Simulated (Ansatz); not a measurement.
**Geometry relaxation of HfH2OF4 (part 2 of 2)**

HfH2OF4; RKS PBE/def2-SVP (Ansatz 0.2.0). It belongs to a series of runs on one base structure; here: end point A relaxed.

Geometry of the input (Å):
```
Hf -0.1106  0.0983  -0.0474
O  -0.1326  -0.0451  1.9790
H  -0.8510  0.1303  2.6145
F  1.6677  0.3372  -0.7280
F  -1.1104  1.6650  -0.5008
F  -1.0638  -1.3447  -0.8781
F  1.4757  -2.2855  1.3105
H  1.1774  -1.8132  2.0599
```

Trajectory as extended XYZ, continued:
```
8
Properties=species:S:1:pos:R:3:forces:R:3 step=10 energy=-14241.39276
Hf    0.1047   -0.2539   -0.0218    0.0126  -0.0775  -0.0547
O    -0.1093   -0.2702    2.0677   -0.1070   0.1788   0.1290
H    -0.5064    0.2409    2.7966    0.1424  -0.1952  -0.1431
F     1.7294    0.3684   -0.8259    0.0245   0.0081   0.0014
F    -1.0129    1.3027   -0.1288   -0.0235   0.0271  -0.0066
F    -0.8355   -1.4925   -1.1448   -0.0133   0.0130   0.0029
F     1.0778   -1.8721    1.1193    0.1890  -0.1734  -0.3243
H     0.6046   -1.2811    1.9474   -0.2248   0.2191   0.3953
8
Properties=species:S:1:pos:R:3:forces:R:3 step=11 energy=-14241.42428
Hf    0.1196   -0.2725   -0.0331    0.0350  -0.1328   0.0242
O    -0.1103   -0.2711    2.0778    0.0831  -0.0894  -0.1642
H    -0.4979    0.2295    2.8133    0.0655  -0.1095   0.0385
F     1.7291    0.3746   -0.8486    0.0005  -0.0134   0.0036
F    -1.0044    1.2832   -0.1232    0.0075  -0.0052   0.0276
F    -0.8415   -1.4819   -1.1705    0.0269   0.0203   0.0209
F     1.0812   -1.8663    1.1146    0.0640  -0.0326  -0.3094
H     0.5766   -1.2531    1.9793   -0.2825   0.3626   0.3587
8
Properties=species:S:1:pos:R:3:forces:R:3 step=12 energy=-14241.48684
Hf    0.1469   -0.3092   -0.0563   -0.0215  -0.1038   0.0714
O    -0.1255   -0.2637    2.0717    0.2357  -0.2992  -0.1011
H    -0.4851    0.2344    2.8236    0.0920  -0.1310   0.0144
F     1.7336    0.3752   -0.8845    0.0107  -0.0056  -0.0157
F    -0.9910    1.2419   -0.0415    0.0115   0.0073  -0.0841
F    -0.8282   -1.4840   -1.2171    0.0202   0.0257  -0.0043
F     1.0662   -1.8578    1.1007    0.1309  -0.0654  -0.4640
H     0.5355   -1.1945    2.0132   -0.4796   0.5720   0.5834
8
Properties=species:S:1:pos:R:3:forces:R:3 step=13 energy=-14241.58220
Hf    0.1435   -0.3168   -0.0450    0.2564  -0.3318  -0.4188
O    -0.1197   -0.2840    2.1135    0.1540  -0.2129  -0.0799
H    -0.4580    0.1997    2.8837    0.0971  -0.1405   0.1200
F     1.7045    0.3786   -0.9118   -0.0023  -0.0452   0.0718
F    -0.9813    1.2448   -0.1481   -0.0374   0.0014   0.2419
F    -0.8157   -1.4566   -1.2514    0.0241   0.0017   0.0737
F     1.0687   -1.8555    1.0583    0.0275   0.0605  -0.3774
H     0.5105   -1.1679    2.1103   -0.5195   0.6667   0.3688
8
Properties=species:S:1:pos:R:3:forces:R:3 step=14 energy=-14241.72190
Hf    0.1769   -0.3663   -0.0942   -0.1893   0.2457  -0.2547
O    -0.1304   -0.2963    2.1589   -1.2752   1.7902  -0.2728
H    -0.4211    0.1640    2.9674    0.0919  -0.1181  -0.1406
F     1.7038    0.3833   -0.9619    0.1506  -0.0323  -0.0390
F    -0.9614    1.2117   -0.1654    0.0983  -0.2255   0.3758
F    -0.8059   -1.4538   -1.3209   -0.0048  -0.0977  -0.0510
F     1.0584   -1.8310    0.9665    0.2421  -0.2722  -0.3336
H     0.4320   -1.0693    2.2593    0.8864  -1.2901   0.7159
8
Properties=species:S:1:pos:R:3:forces:R:3 step=15 energy=-14241.82607
Hf    0.1795   -0.3772   -0.0930    0.4389  -0.3069  -0.6564
O    -0.1343   -0.2665    2.1365   -0.4524   0.6194  -0.1303
H    -0.4416    0.2090    2.9264   -0.0464   0.0615  -0.0515
F     1.7103    0.3676   -0.9843   -0.1331  -0.0483   0.1123
F    -0.9624    1.1821   -0.0536   -0.1278   0.1208   0.2408
F    -0.7945   -1.4493   -1.3523    0.0128   0.0487   0.0947
F     1.1008   -1.8665    0.8953   -0.1547   0.1766  -0.0603
H     0.3946   -1.0569    2.3346    0.4627  -0.6718   0.4506
8
Properties=species:S:1:pos:R:3:forces:R:3 step=16 energy=-14241.86464
Hf    0.2148   -0.4178   -0.1573   -0.3312   0.5781  -0.0542
O    -0.1450   -0.2542    2.1393    0.8023  -1.2043   0.5984
H    -0.4734    0.2456    2.9050   -0.2588   0.4021  -0.1819
F     1.7253    0.3698   -1.0358   -0.0187  -0.0046  -0.0214
F    -0.9489    1.1417    0.0527    0.1581  -0.2239   0.0035
F    -0.8032   -1.4436   -1.4161    0.0033  -0.0060  -0.0251
F     1.1131   -1.8723    0.8005    0.0838  -0.2070   0.2025
H     0.3695   -1.0269    2.5214   -0.4388   0.6655  -0.5218
8
Properties=species:S:1:pos:R:3:forces:R:3 step=17 energy=-14241.92784
Hf    0.2011   -0.4091   -0.1424    0.5836  -0.8830  -0.0655
O    -0.0767   -0.3167    2.1338   -0.1247   0.2204   0.2243
H    -0.5422    0.3047    2.7268    0.0199   0.0074  -0.1301
F     1.7120    0.3716   -1.0275   -0.0234   0.0897   0.0202
F    -0.9539    1.1137    0.1427   -0.2776   0.3209   0.1559
F    -0.7952   -1.4094   -1.4439   -0.0527   0.0838   0.0424
F     1.1001   -1.9316    0.7578   -0.1322   0.2362  -0.1548
H     0.4071   -0.9811    2.6623    0.0071  -0.0754  -0.0923
8
Properties=species:S:1:pos:R:3:forces:R:3 step=18 energy=-14241.96851
Hf    0.2207   -0.4621   -0.1487   -0.0070  -0.1218   0.0569
O     0.0415   -0.2549    2.1480    0.0994   0.0097  -0.0933
H    -0.5139    0.4001    2.6108    0.0247  -0.0580   0.0403
F     1.7222    0.4223   -0.9508    0.0212   0.0382   0.0286
F    -1.0557    0.9672    0.2317   -0.0305   0.0130   0.0033
F    -0.7594   -1.3523   -1.5379    0.0009   0.0135  -0.0011
F     0.9973   -2.0491    0.6980   -0.0264   0.0156  -0.0262
H     0.3995   -0.9288    2.7585   -0.0822   0.0898  -0.0085
8
Properties=species:S:1:pos:R:3:forces:R:3 step=19 energy=-14241.95671 accepted=F
Hf    0.2248   -0.5176   -0.1538   -0.4772   0.5849  -0.3634
O     0.1577   -0.2043    2.1637   -0.1574  -0.0577   0.9320
H    -0.4777    0.4785    2.5045    0.4263  -0.4967  -0.3522
F     1.7306    0.4591   -0.8653   -0.2073  -0.1590   0.1634
F    -1.1525    0.8235    0.3214    0.2652  -0.3173  -0.1591
F    -0.7105   -1.3016   -1.6544    0.2128   0.1853   0.3018
F     0.9022   -2.1694    0.5856    0.0621  -0.2277   0.1901
H     0.3778   -0.8260    2.9077   -0.1244   0.4883  -0.7128
8
Properties=species:S:1:pos:R:3:forces:R:3 step=20 energy=-14241.98291
Hf    0.2133   -0.4853   -0.1485   -0.0144   0.1403   0.0090
O     0.1233   -0.2076    2.1451   -0.0636   0.1024   0.1654
H    -0.5044    0.4162    2.5695    0.1751  -0.1896  -0.1073
F     1.7260    0.4444   -0.8840   -0.0485  -0.0390   0.0338
F    -1.1025    0.9111    0.2496    0.0243  -0.1031  -0.0139
F    -0.7465   -1.3353   -1.5782    0.0302   0.0058  -0.0057
F     0.9436   -2.0965    0.6819   -0.0435  -0.0278  -0.0002
H     0.3997   -0.9045    2.7741   -0.0595   0.1111  -0.0811
8
Properties=species:S:1:pos:R:3:forces:R:3 step=21 energy=-14241.99941
Hf    0.2118   -0.4860   -0.1450   -0.1498   0.0587  -0.0288
O     0.1958   -0.1584    2.1487   -0.0772   0.0056   0.3423
H    -0.4861    0.4272    2.5462    0.2055  -0.1785  -0.1445
F     1.7381    0.4538   -0.8412   -0.0543  -0.0291   0.0449
F    -1.1709    0.8452    0.2689    0.1178  -0.1678  -0.0425
F    -0.7065   -1.3169   -1.6159    0.0716   0.0595   0.0310
F     0.8617   -2.1360    0.6756   -0.0600   0.0486  -0.0054
H     0.4085   -0.8865    2.7724   -0.0535   0.2030  -0.1969
8
Properties=species:S:1:pos:R:3:forces:R:3 step=22 energy=-14242.02928
Hf    0.1833   -0.5112   -0.1429   -0.1711   0.1020  -0.1457
O     0.3053   -0.0853    2.1528   -0.1544  -0.1385   0.4203
H    -0.4349    0.4493    2.5170    0.2027  -0.0936  -0.1485
F     1.7309    0.4679   -0.7409   -0.1359  -0.0958   0.0724
F    -1.2706    0.7397    0.2890    0.2273  -0.2831  -0.0436
F    -0.6343   -1.2754   -1.7147    0.1379   0.1023   0.1732
F     0.7305   -2.1912    0.6929   -0.1154   0.1376  -0.0527
H     0.4420   -0.8515    2.7564    0.0089   0.2692  -0.2755
8
Properties=species:S:1:pos:R:3:forces:R:3 step=23 energy=-14242.05695
Hf    0.1566   -0.5287   -0.1522   -0.3747  -0.1270  -0.0878
O     0.3997   -0.0138    2.1464   -0.2196  -0.1566   0.3789
H    -0.3716    0.4894    2.4965    0.2658  -0.1368  -0.1724
F     1.7339    0.4795   -0.6218   -0.1821  -0.1177   0.0459
F    -1.3868    0.5897    0.3301    0.3703  -0.2839  -0.1330
F    -0.5358   -1.2298   -1.8205    0.2056   0.2053   0.3389
F     0.5489   -2.2464    0.6974   -0.0783   0.3357  -0.1178
H     0.5074   -0.7977    2.7337    0.0130   0.2811  -0.2528
8
Properties=species:S:1:pos:R:3:forces:R:3 step=24 energy=-14242.03377 accepted=F
Hf    0.0906   -0.5664   -0.1530   -0.0430  -0.1043  -0.3251
O     0.4053   -0.0211    2.0965    0.0575   0.1510   0.2863
H    -0.2200    0.5333    2.5815   -0.4958   0.6959  -0.1558
F     1.6755    0.4661   -0.5091    0.0466   0.0375   0.0195
F    -1.5005    0.4523    0.2688   -0.0806   0.0805   0.0358
F    -0.3873   -1.1493   -1.9211   -0.0023  -0.0068   0.0004
F     0.3809   -2.2934    0.6732    0.0318  -0.0856   0.0423
H     0.6080   -0.6792    2.7728    0.4858  -0.7681   0.0965
8
Properties=species:S:1:pos:R:3:forces:R:3 step=25 energy=-14242.07954
Hf    0.1136   -0.5514   -0.1539    0.0432   0.0143  -0.1224
O     0.4110   -0.0146    2.1331   -0.0960   0.0143   0.2065
H    -0.3231    0.5099    2.5146    0.0916  -0.0291  -0.0722
F     1.6958    0.4632   -0.5722   -0.0746  -0.0378   0.0239
F    -1.4253    0.5454    0.3128    0.0290  -0.0693  -0.0198
F    -0.4689   -1.1915   -1.8762    0.0405   0.0437   0.1370
F     0.4918   -2.2501    0.7111   -0.0562   0.0025  -0.0411
H     0.5575   -0.7686    2.7404    0.0225   0.0614  -0.1117
8
Properties=species:S:1:pos:R:3:forces:R:3 step=26 energy=-14242.08450
Hf    0.1097   -0.5535   -0.1525    0.0107   0.0068  -0.0394
O     0.4365    0.0094    2.1388    0.0275   0.0053  -0.0813
H    -0.3026    0.5207    2.5194   -0.0346   0.0250   0.0332
F     1.6904    0.4694   -0.5480   -0.0039  -0.0006   0.0044
F    -1.4534    0.5021    0.3087   -0.0071  -0.0053   0.0110
F    -0.4370   -1.1800   -1.8859    0.0106   0.0085   0.0186
F     0.4375   -2.2600    0.7129   -0.0106  -0.0072   0.0139
H     0.5713   -0.7659    2.7162    0.0073  -0.0325   0.0397
8
Properties=species:S:1:pos:R:3:forces:R:3 step=27 energy=-14242.08500
Hf    0.1058   -0.5555   -0.1543    0.0016   0.0013  -0.0020
O     0.4367    0.0096    2.1332   -0.0017   0.0001   0.0056
H    -0.2942    0.5253    2.5260    0.0001   0.0046   0.0004
F     1.6879    0.4699   -0.5389   -0.0009  -0.0001   0.0020
F    -1.4631    0.4914    0.3062   -0.0014  -0.0008   0.0005
F    -0.4252   -1.1754   -1.8937   -0.0005  -0.0022  -0.0080
F     0.4213   -2.2635    0.7133   -0.0019  -0.0010   0.0005
H     0.5830   -0.7594    2.7178    0.0047  -0.0018   0.0010
```

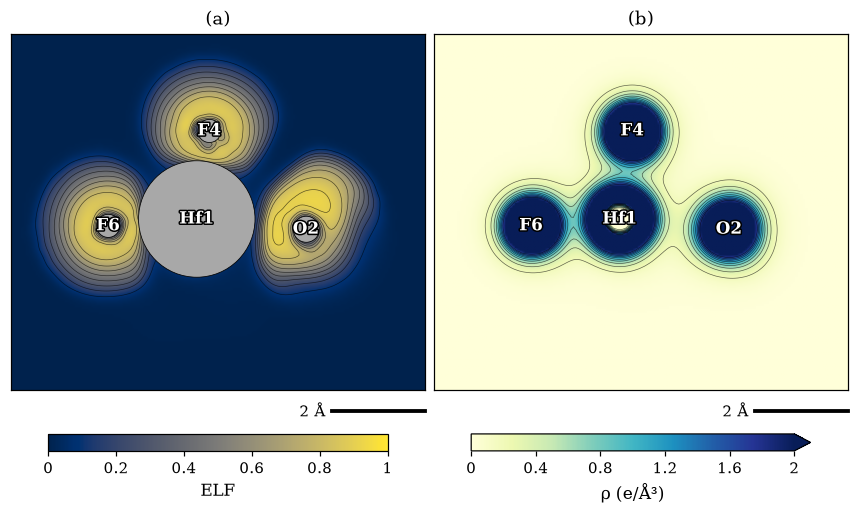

**Figure 1.** (a) electron localisation function; (b) total electron density on the plane of atoms O2, Hf1 and F4. Grey discs, where drawn, cover atomic cores. The section cuts through Hf, O and F sites.

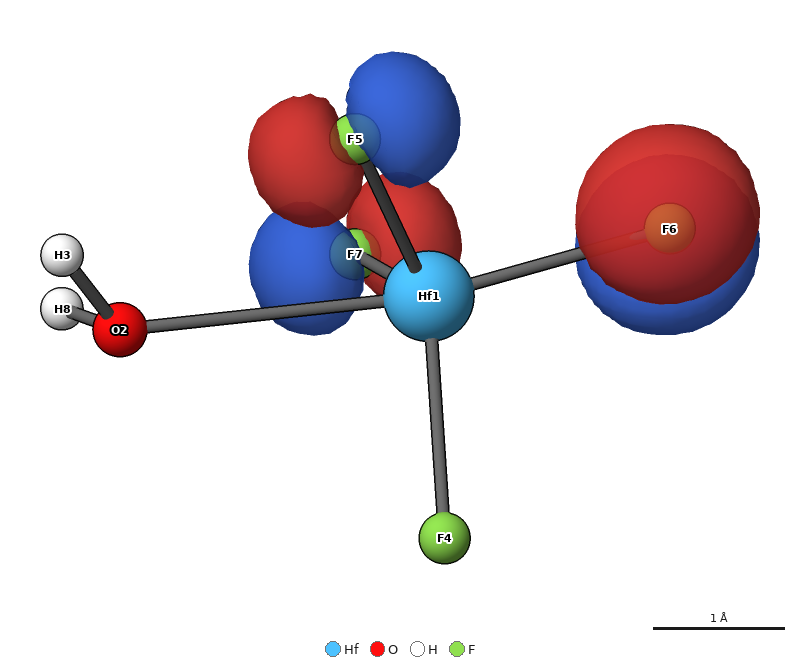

**Figure 2.** The HOMO−1 at ±0.2 Å⁻³ᐟ² (red and blue are the two phases), seen from the side. Its energy is −8.95 eV.

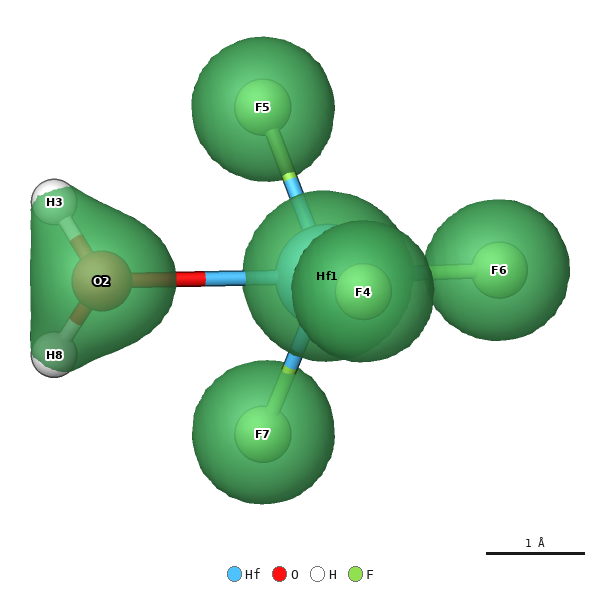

**Figure 3.** Isosurface of the electron density at 1 e/Å³ (green), seen face on. At this value the surface falls into six separate pieces. It is pinched off along the Hf–F (1.92 Å) and Hf–O (2.38 Å) contacts. On the grid the lowest density along these lines, outside the cores, is 0.82 e/Å³ (Hf–F, 1.92 Å), 0.3 e/Å³ (Hf–O, 2.38 Å) and 2.3 e/Å³ (O–H, 0.98 Å).

Summary:

- outcome: converged
- total energy: −14242.0851 eV
- mean-field energy: −14242.0851 eV
- largest force (length of the vector) at the end: 0.008 eV/Å
- hardware: 2 threads of Arm Neoverse V2, 24 GiB of memory available, shared host
- wall time: 76 s (CPU time 2.5 min)
- peak memory: 0.21 GiB
